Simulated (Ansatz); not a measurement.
C8H17N3Ti (SMILES C[N](C)[Ti]1234([NH2])([NH2])[CH]5[CH]1[CH]2[C]3(C)[CH]54)

Input file:

```
crystal:
  periodic: [false, false, false]
  atoms:
    - {symbol: C, position_ang: [0.345523, 2.425879, -0.527723]}
    - {symbol: N, position_ang: [-0.226115, 1.595636, 0.501429]}
    - {symbol: C, position_ang: [0.057348, 2.119457, 1.813447]}
    - {symbol: Ti, position_ang: [-0.765770, -0.215304, 0.200909]}
    - {symbol: N, position_ang: [-1.634082, 0.015090, -1.489497]}
    - {symbol: N, position_ang: [-2.014509, -0.403060, 1.637989]}
    - {symbol: C, position_ang: [-0.220880, -2.521543, 0.622131]}
    - {symbol: C, position_ang: [0.664047, -1.697243, 1.347049]}
    - {symbol: C, position_ang: [1.439570, -0.970733, 0.418110]}
    - {symbol: C, position_ang: [1.034596, -1.336470, -0.885543]}
    - {symbol: C, position_ang: [1.619247, -0.836614, -2.162571]}
    - {symbol: C, position_ang: [0.004621, -2.296133, -0.746503]}
    - {symbol: H, position_ang: [-0.023417, 3.459611, -0.445907]}
    - {symbol: H, position_ang: [0.083643, 2.045027, -1.515347]}
    - {symbol: H, position_ang: [1.444985, 2.476404, -0.455607]}
    - {symbol: H, position_ang: [-0.416664, 1.505998, 2.579983]}
    - {symbol: H, position_ang: [1.140075, 2.154117, 2.019243]}
    - {symbol: H, position_ang: [-0.316995, 3.149771, 1.912141]}
    - {symbol: H, position_ang: [-2.343846, 0.731084, -1.580072]}
    - {symbol: H, position_ang: [-1.665754, -0.586758, -2.296992]}
    - {symbol: H, position_ang: [-2.180416, -1.178765, 2.259237]}
    - {symbol: H, position_ang: [-2.766581, 0.267865, 1.731676]}
    - {symbol: H, position_ang: [-0.971561, -3.174773, 1.040479]}
    - {symbol: H, position_ang: [0.714755, -1.606973, 2.421818]}
    - {symbol: H, position_ang: [2.200340, -0.241655, 0.657411]}
    - {symbol: H, position_ang: [0.881215, -0.831783, -2.965757]}
    - {symbol: H, position_ang: [2.002278, 0.179380, -2.053925]}
    - {symbol: H, position_ang: [2.452566, -1.472519, -2.477472]}
    - {symbol: H, position_ang: [-0.538186, -2.755005, -1.560138]}
basis:
  gaussian: {orbitals: def2-TZVPP}
hamiltonian: {xc: pbe0, dispersion: d4}
output: {orbitals: {seedname: orbitals}}
```

Launched as:

```sh
ansatz run in.yaml --threads 11 --pin off --events-out ev --progress --plain --max-ram 120832MiB --backend cuda --devices 0, --max-vram 75GiB
```

Geometry: PBE0-D4/def2-TZVP.

The calculation used RKS PBE0-D4/def2-TZVPP (Ansatz).

### What can the converged electron density and electron localisation function tell about the bonding?

C–C (1.41 Å): the density is about 2.1 e/Å³ at the midpoint; the ELF peaks at about 0.95 between the atoms (a covalent bond).
C–C (1.49 Å): ρ at the midpoint is about 1.8 e/Å³; the ELF peaks at about 0.95 between the atoms (a covalent bond).

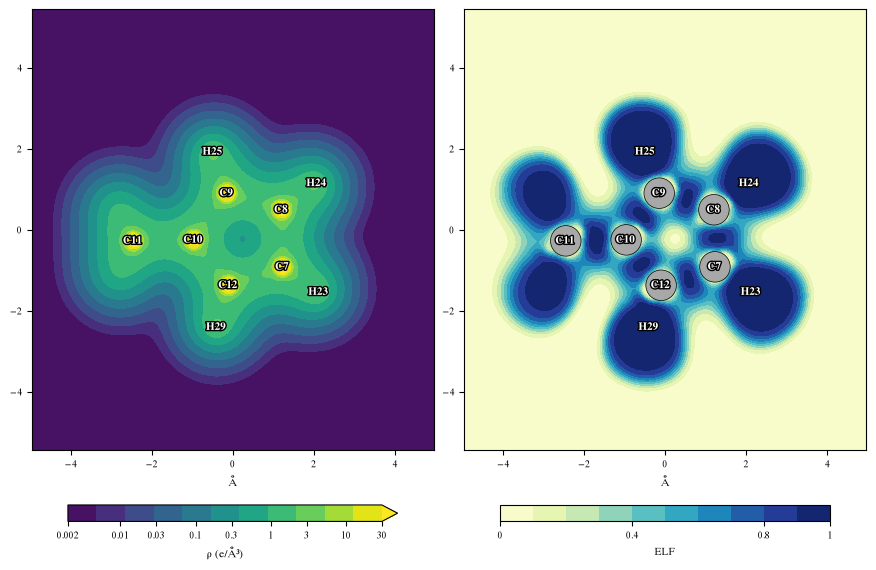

Computed electron density and electron localisation function on the plane of atoms C7, C12 and C10, in this order. Grey discs cover the atomic cores in the ELF map. 
